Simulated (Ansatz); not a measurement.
**ClH4NSi: molecular dynamics**

The plan is to follow the molecule's vibrations and see whether its bonds hold. The start is relaxed first. Runs: 300 steps of 0.5 fs under a Langevin thermostat at 50 K. SMILES of the start: N[SiH2]Cl.

Program: Ansatz 0.2.0. Level of theory: RHF/6-31G*. These are calculated values, not measurements.

### 1 The starting structure

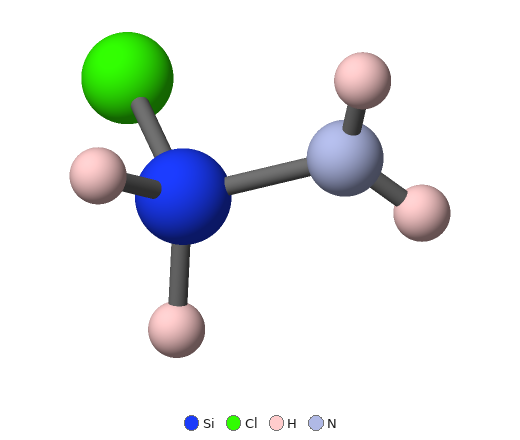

Start, viewed from a chosen angle; silicon blue, chlorine green, hydrogen pink, nitrogen light blue.

As a file:

```xyz
7

Si    0.0000    0.0000    0.0000
Cl    0.0000    0.0000    2.1300
H     1.3768    0.0000   -0.4862
N    -0.8572    1.4851   -0.6061
H    -1.8773    1.4300   -0.8888
H    -0.3367    2.4058   -0.6766
H    -0.6877   -1.1914   -0.4862
```

### 2 Preparing the start

Contents of input.yaml:

```yaml
crystal:
  periodic: [false, false, false]
  atoms:
    - { symbol: Si, position_ang: [0.0, 0.0, 0.0] }
    - { symbol: Cl, position_ang: [0.0, 0.0, 2.13] }
    - { symbol: H, position_ang: [1.3768, 0.0, -0.4862] }
    - { symbol: "N", position_ang: [-0.8572, 1.4851, -0.6061] }
    - { symbol: H, position_ang: [-1.8773, 1.43, -0.8888] }
    - { symbol: H, position_ang: [-0.3367, 2.4058, -0.6766] }
    - { symbol: H, position_ang: [-0.6877, -1.1914, -0.4862] }
basis:
  gaussian: { orbitals: "6-31G*" }
hamiltonian:
  xc: hf
relax:
  f_tol: 0.02
  max_steps: 40
output:
  orbitals: {}
```

Started as:

```
$ ansatz run input.yaml --threads 1 --pin off --max-ram 2048MiB --backend cpu --events-out ev --progress --plain --runs-dir out
```

What it wrote, cut to the lines that bear on the results:

```text
Warning: RAYON_NUM_THREADS=1 ignored (pool sized by the plan → 1); use --threads N
[...]
Functional definition: HF
[...]
657 factors; integrals over basis functions are off by at most 6.1e-4 eV
[...]
mean field -21911.49554992 eV, -805.2326093143 hartree, gradient 4.1e-5 eV, S^2 0.000000; 0 other end points of the search recorded, 0 dependent functions left out
[...]
reference -21911.49554992 eV, -805.2326093143 hartree; 21, 21 occupied and 40, 40 virtual orbitals, 657 factors
relax step   1: F+E_penalty+E_count = -21911.49554992 eV  Δ(F+E_penalty+E_count) = +0.000e0 eV  max|allowed force component| = 2.696e0 eV/Å  Δτ_max = 0.0000 Å  (35 SCF iters, accepted)
[...]
relax step   6: F+E_penalty+E_count = -21912.00222732 eV  Δ(F+E_penalty+E_count) = -1.493e-3 eV  max|allowed force component| = 2.145e-2 eV/Å  Δτ_max = 0.0210 Å  (30 SCF iters, accepted)
[...]
relax step   7: F+E_penalty+E_count = -21912.00227230 eV  Δ(F+E_penalty+E_count) = -4.498e-5 eV  max|allowed force component| = 4.145e-3 eV/Å  Δτ_max = 0.0033 Å  (24 SCF iters, accepted)
657 factors; integrals over basis functions are off by at most 6.0e-4 eV
[...]
mean field -21912.00227230 eV, -805.2512310184 hartree, gradient 1.0e-5 eV, S^2 0.000000; 1 other end points of the search recorded, 0 dependent functions left out
[...]
reference -21912.00227230 eV, -805.2512310184 hartree; 21, 21 occupied and 40, 40 virtual orbitals, 657 factors
Total energy: -21912.00227230 eV, -805.2512310184 hartree
Atom 0 at    -0.024245     0.048424    -0.037854 Å, force    -0.002532     0.004145     0.000470 eV/Å
Atom 1 at    -0.034544    -0.009127     2.045482 Å, force     0.000567    -0.001439     0.001623 eV/Å
Atom 2 at     1.388551     0.073330    -0.423351 Å, force     0.000073    -0.000820    -0.000498 eV/Å
Atom 3 at    -0.806789     1.404324    -0.709464 Å, force    -0.000817     0.001684    -0.002495 eV/Å
Atom 4 at    -1.802748     1.471053    -0.725917 Å, force     0.001109    -0.001092     0.000585 eV/Å
Atom 5 at    -0.381277     2.307302    -0.694444 Å, force     0.000624    -0.001602     0.000405 eV/Å
Atom 6 at    -0.721049    -1.165806    -0.468352 Å, force     0.000975    -0.000876    -0.000090 eV/Å
Dipole moment:    -0.151526     0.272842    -0.422957 e Å
```

Wall time 13 s (1 thread of AMD EPYC 7R43 (Zen 3), shared host); peak memory 0.12 GiB.

Step by step:

```
step  energy from step 1 (eV)  largest force component (eV/Å)
   1                   0.0000                          2.6963
   2                  -0.4076                          1.6135
   3                  -0.4973                          0.4384
   4                  -0.5045                          0.0778
   5                  -0.5052                          0.1030
   6                  -0.5067                          0.0215
   7                  -0.5067                          0.0041
```

Step 1 is the start.

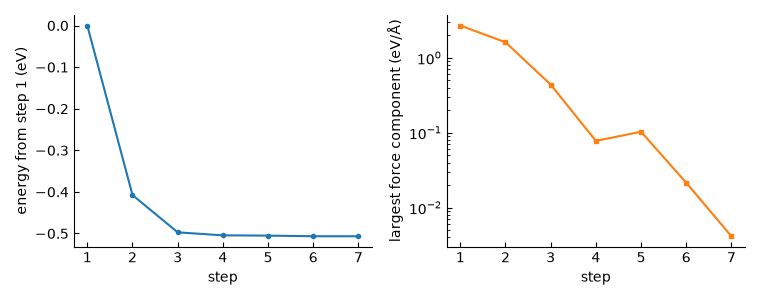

How energy and force went from step to step.

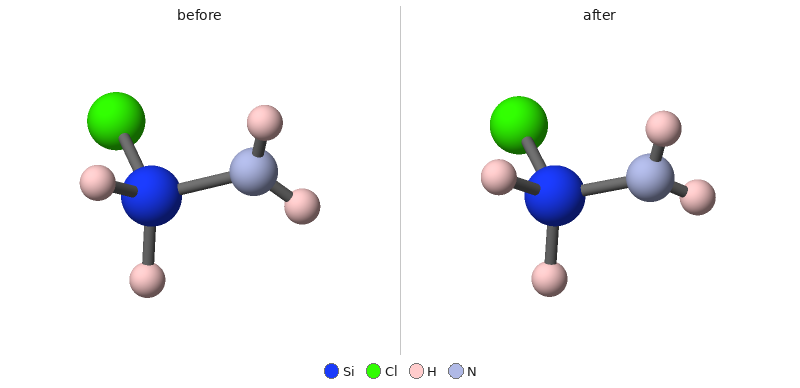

The structure before (left) and after (right), drawn at the same scale.

After: Bond lengths: Si1–Cl2 2.084 Å, Si1–H3 1.465 Å, Si1–N4 1.703 Å, N4–H5 0.998 Å, N4–H6 0.998 Å, Si1–H7 1.465 Å. Angles: Cl2–Si1–H3 105.6°, Cl2–Si1–N4 114.4°, Cl2–Si1–H7 105.6°, H3–Si1–N4 109.0°, H3–Si1–H7 113.3°, N4–Si1–H7 109.0°, Si1–N4–H5 121.2°, Si1–N4–H6 121.2°, H5–N4–H6 111.4°.

### 3 Dynamics

300 steps of 0.5 fs under a Langevin thermostat at 50 K, from the relaxed start.

Contents of input.yaml:

```yaml
crystal:
  periodic: [false, false, false]
  atoms:
    - { symbol: Si, position_ang: [-0.024245, 0.048424, -0.037854] }
    - { symbol: Cl, position_ang: [-0.034544, -0.009127, 2.045482] }
    - { symbol: H, position_ang: [1.388551, 0.07333, -0.423351] }
    - { symbol: "N", position_ang: [-0.806789, 1.404324, -0.709464] }
    - { symbol: H, position_ang: [-1.802748, 1.471053, -0.725917] }
    - { symbol: H, position_ang: [-0.381277, 2.307302, -0.694444] }
    - { symbol: H, position_ang: [-0.721049, -1.165806, -0.468352] }
basis:
  gaussian: { orbitals: "6-31G*" }
hamiltonian:
  xc: hf
md:
  timestep: 0.5
  n_steps: 300
  ensemble: nvt_langevin
  temperature: 50.0
  initial_velocities: maxwell_boltzmann
  seed: 639232
  friction: 0.05
```

Started as:

```
$ ansatz run input.yaml --threads 1 --pin off --max-ram 2048MiB --backend cpu --events-out ev --progress --plain --runs-dir out
```

What it wrote, cut to the lines that bear on the results:

```text
Warning: RAYON_NUM_THREADS=1 ignored (pool sized by the plan → 1); use --threads N
[...]
[... 1 set-up line as earlier in the session ...]
[...]
655 factors; integrals over basis functions are off by at most 6.1e-4 eV
[...]
mean field -21912.00224707 eV, -805.2512300912 hartree, gradient 3.8e-5 eV, S^2 0.000000; 0 other end points of the search recorded, 0 dependent functions left out
[...]
reference -21912.00224707 eV, -805.2512300912 hartree; 21, 21 occupied and 40, 40 virtual orbitals, 655 factors
md step     0: t =     0.00 fs  T =    42.9 K  F+E_penalty+E_count = -21912.00224707 eV  E_kin = 0.038778 eV  (34 SCF iters)
[...]
md step    22: t =    11.00 fs  T =    38.9 K  F+E_penalty+E_count = -21911.98317280 eV  E_kin = 0.035182 eV  (25 SCF iters)
[...]
md step    44: t =    22.00 fs  T =    57.5 K  F+E_penalty+E_count = -21911.98441385 eV  E_kin = 0.052067 eV  (26 SCF iters)
[...]
md step    66: t =    33.00 fs  T =    41.9 K  F+E_penalty+E_count = -21911.95351588 eV  E_kin = 0.037949 eV  (24 SCF iters)
[...]
md step    88: t =    44.00 fs  T =    50.9 K  F+E_penalty+E_count = -21911.97710051 eV  E_kin = 0.046089 eV  (25 SCF iters)
md step    89: t =    44.50 fs  T =    48.9 K  F+E_penalty+E_count = -21911.97440678 eV  E_kin = 0.044208 eV  (25 SCF iters)
```

### 4 The log goes on: dynamics from the start

Output, continued, cut to the lines that bear on the results:

```text
md step    90: t =    45.00 fs  T =    44.1 K  F+E_penalty+E_count = -21911.96843186 eV  E_kin = 0.039918 eV  (25 SCF iters)
[...]
md step   119: t =    59.50 fs  T =    63.5 K  F+E_penalty+E_count = -21911.95012737 eV  E_kin = 0.057417 eV  (24 SCF iters)
[...]
md step   148: t =    74.00 fs  T =    57.7 K  F+E_penalty+E_count = -21911.95548040 eV  E_kin = 0.052191 eV  (25 SCF iters)
[...]
md step   177: t =    88.50 fs  T =    35.1 K  F+E_penalty+E_count = -21911.94576430 eV  E_kin = 0.031779 eV  (24 SCF iters)
[...]
md step   205: t =   102.50 fs  T =    58.0 K  F+E_penalty+E_count = -21911.95267391 eV  E_kin = 0.052518 eV  (24 SCF iters)
md step   206: t =   103.00 fs  T =    64.9 K  F+E_penalty+E_count = -21911.95321648 eV  E_kin = 0.058689 eV  (23 SCF iters)
```

### 5 The log goes on: dynamics from the start

Output, continued, cut to the lines that bear on the results:

```text
md step   207: t =   103.50 fs  T =    62.0 K  F+E_penalty+E_count = -21911.95159393 eV  E_kin = 0.056115 eV  (24 SCF iters)
[...]
md step   230: t =   115.00 fs  T =    72.2 K  F+E_penalty+E_count = -21911.96926413 eV  E_kin = 0.065360 eV  (24 SCF iters)
[...]
md step   253: t =   126.50 fs  T =    61.2 K  F+E_penalty+E_count = -21911.95786418 eV  E_kin = 0.055374 eV  (24 SCF iters)
[...]
md step   276: t =   138.00 fs  T =    63.5 K  F+E_penalty+E_count = -21911.96535144 eV  E_kin = 0.057432 eV  (26 SCF iters)
[...]
md step   299: t =   149.50 fs  T =    72.6 K  F+E_penalty+E_count = -21911.97812929 eV  E_kin = 0.065682 eV  (24 SCF iters)
[...]
md step   300: t =   150.00 fs  T =    64.4 K  F+E_penalty+E_count = -21911.97792268 eV  E_kin = 0.058279 eV  (36 SCF iters)
Total energy: -21911.97792268 eV, -805.2503361865 hartree
Atom 0 at     0.073403     0.120406    -0.074808 Å, force    -0.514745     0.158703     0.087333 eV/Å
Atom 1 at    -0.051405    -0.045173     2.006328 Å, force     0.162218     0.076612    -0.079382 eV/Å
Atom 2 at     1.471949     0.323833    -0.447722 Å, force     0.073964     0.007088     0.072981 eV/Å
Atom 3 at    -0.840677     1.438885    -0.691897 Å, force     0.442840    -0.444940     0.029865 eV/Å
Atom 4 at    -1.830968     1.460784    -0.620262 Å, force    -0.273265    -0.026509     0.016270 eV/Å
Atom 5 at    -0.461616     2.360845    -0.729245 Å, force     0.076674    -0.008073     0.025925 eV/Å
Atom 6 at    -0.459151    -1.178745    -0.518002 Å, force     0.032315     0.237120    -0.152991 eV/Å
Dipole moment:    -0.114779     0.286884    -0.429380 e Å
```

It took 6.2 min on 1 thread of AMD EPYC 7R43 (Zen 3), shared host; peak memory 0.11 GiB.

### 6 What the atoms did

One step in 12; energies are changes from step 0:

```csv
time (fs),T (K),potential energy change (meV/atom)
0.0,43,0.0
6.0,26,2.1
12.0,50,2.0
18.0,48,4.3
24.0,38,6.8
30.0,39,6.0
36.0,53,6.7
42.0,35,7.3
48.0,42,4.7
54.0,39,6.1
60.0,58,8.1
66.0,70,5.6
72.0,44,6.1
78.0,63,4.8
84.0,81,4.4
90.0,36,6.9
96.0,45,5.6
102.0,44,7.4
108.0,35,8.8
114.0,64,5.4
120.0,76,3.4
126.0,59,6.6
132.0,79,6.7
138.0,63,5.3
144.0,41,7.1
150.0,64,3.5
```

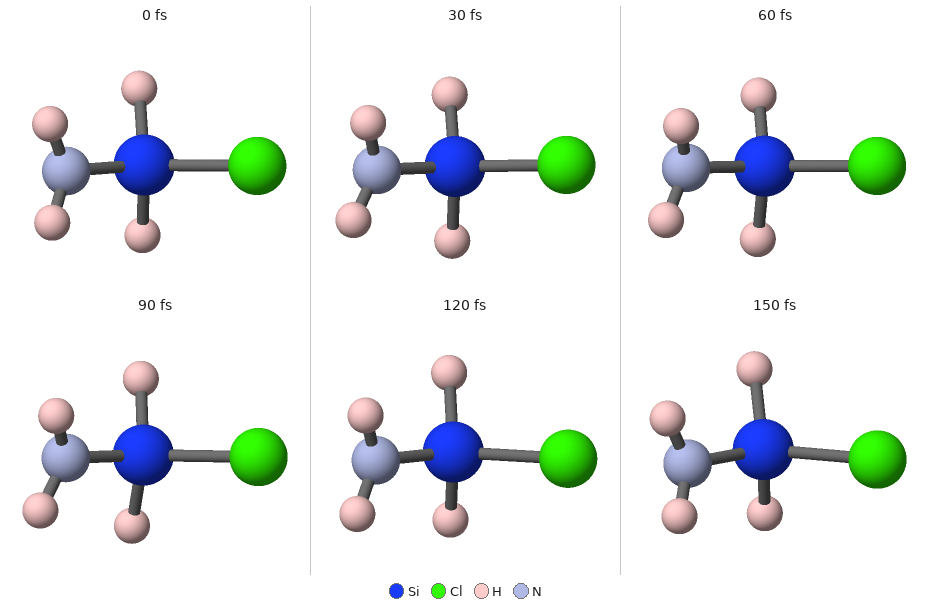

The system at six times, viewed from a chosen angle. Sticks join atoms within a bonding distance in each frame.

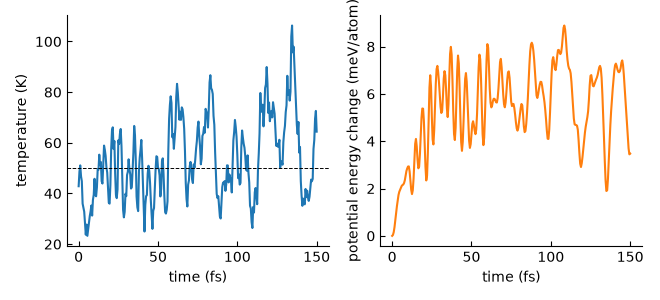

Time series of the run, each on its own scale. The dashed line is the set temperature.

### 7 Snapshots as a file

Positions (Å) and forces (eV/Å):

```xyz
7
time_fs=19.0 T=36 dE=0.0377
Si   -0.029    0.018   -0.033   -0.464   -0.067   -0.009
Cl   -0.026    0.015    2.047    0.063   -0.083    0.044
H     1.351   -0.017   -0.458    0.473   -0.073   -0.005
N    -0.781    1.383   -0.703   -1.017    0.938   -0.279
H    -1.797    1.399   -0.809    1.094    0.048    0.133
H    -0.400    2.323   -0.660   -0.264   -0.837    0.006
H    -0.799   -1.162   -0.463    0.115    0.074    0.110
7
time_fs=37.5 T=33 dE=0.0536
Si   -0.026    0.004   -0.034    0.364    0.250    0.114
Cl   -0.020    0.000    2.047   -0.020   -0.024    0.093
H     1.407   -0.097   -0.394   -0.352    0.107   -0.009
N    -0.754    1.394   -0.700    0.004    1.633    0.013
H    -1.742    1.469   -0.896    0.527   -0.327    0.177
H    -0.379    2.337   -0.527   -0.347   -1.387   -0.239
H    -0.787   -1.161   -0.442   -0.175   -0.251   -0.148
7
time_fs=56.0 T=37 dE=0.0465
Si   -0.022    0.028   -0.028    0.234   -0.539   -0.534
Cl   -0.010   -0.015    2.045    0.001   -0.052    0.082
H     1.390   -0.062   -0.460   -0.249   -0.009    0.237
N    -0.736    1.410   -0.703   -0.261    1.316    0.186
H    -1.735    1.408   -0.831    0.374    0.106    0.034
H    -0.398    2.352   -0.493   -0.348   -1.039   -0.284
H    -0.830   -1.119   -0.518    0.250    0.216    0.279
7
time_fs=75.0 T=66 dE=0.0397
Si   -0.012    0.067   -0.055   -0.036    0.436    0.388
Cl   -0.004   -0.019    2.033    0.018    0.145   -0.005
H     1.392   -0.013   -0.430    0.190    0.093   -0.098
N    -0.752    1.468   -0.712    0.045   -0.150    0.055
H    -1.731    1.489   -0.913    0.031   -0.075    0.075
H    -0.401    2.395   -0.565    0.062   -0.267   -0.017
H    -0.740   -1.132   -0.409   -0.310   -0.181   -0.398
7
time_fs=94.0 T=51 dE=0.0455
Si   -0.011    0.097   -0.059    0.247   -0.375   -0.610
Cl   -0.011   -0.034    2.019   -0.168   -0.009   -0.106
H     1.426    0.105   -0.411   -0.264   -0.068    0.115
N    -0.748    1.469   -0.742    0.269    0.438    0.275
H    -1.708    1.474   -0.981   -0.515   -0.160   -0.084
H    -0.446    2.402   -0.544    0.146   -0.130   -0.017
H    -0.742   -1.068   -0.639    0.284    0.303    0.426
7
time_fs=112.5 T=36 dE=0.0481
Si    0.019    0.113   -0.049   -0.252    0.157   -0.306
Cl   -0.025   -0.040    2.015   -0.021    0.207    0.325
H     1.440    0.169   -0.394    0.020    0.029   -0.033
N    -0.773    1.473   -0.752   -0.365    0.150    0.243
H    -1.774    1.514   -0.903    0.677   -0.242    0.192
H    -0.419    2.403   -0.594   -0.022   -0.425   -0.105
H    -0.632   -1.137   -0.447   -0.037    0.124   -0.315
7
time_fs=131.0 T=75 dE=0.0503
Si    0.049    0.115   -0.077   -0.008   -0.416    0.525
Cl   -0.036   -0.053    2.016   -0.024   -0.041   -0.362
H     1.440    0.240   -0.407    0.716    0.154   -0.039
N    -0.795    1.417   -0.716   -0.823    1.273   -0.216
H    -1.802    1.426   -0.756    0.469   -0.094   -0.006
H    -0.445    2.360   -0.652   -0.075   -0.406   -0.007
H    -0.502   -1.086   -0.666   -0.256   -0.469    0.106
7
time_fs=150.0 T=64 dE=0.0243
Si    0.073    0.120   -0.075   -0.515    0.159    0.087
Cl   -0.051   -0.045    2.006    0.162    0.077   -0.079
H     1.472    0.324   -0.448    0.074    0.007    0.073
N    -0.841    1.439   -0.692    0.443   -0.445    0.030
H    -1.831    1.461   -0.620   -0.273   -0.026    0.016
H    -0.462    2.361   -0.729    0.077   -0.008    0.026
H    -0.459   -1.179   -0.518    0.032    0.237   -0.153
```

### 8 Results

| quantity | value |
| --- | --- |
| relaxation of the start | 6 moves, 0.507 eV lower |
| length | 300 steps of 0.5 fs |
| temperature, first and last step | 43 and 64 K |
| temperature, second half | mean 59 K, from 26 to 106 K |
| potential energy, second half | +6 meV/atom from the start |
| bonds formed or broken | 0 |

What this shows: Against a set 50 K the second half averages 59 K with a spread of 17 K. The bonding pattern survives the run. A run of 150 fs with 7 atoms shows the motion but fixes no equilibrium value. The nuclei move classically, without zero-point motion, which matters most for hydrogen.
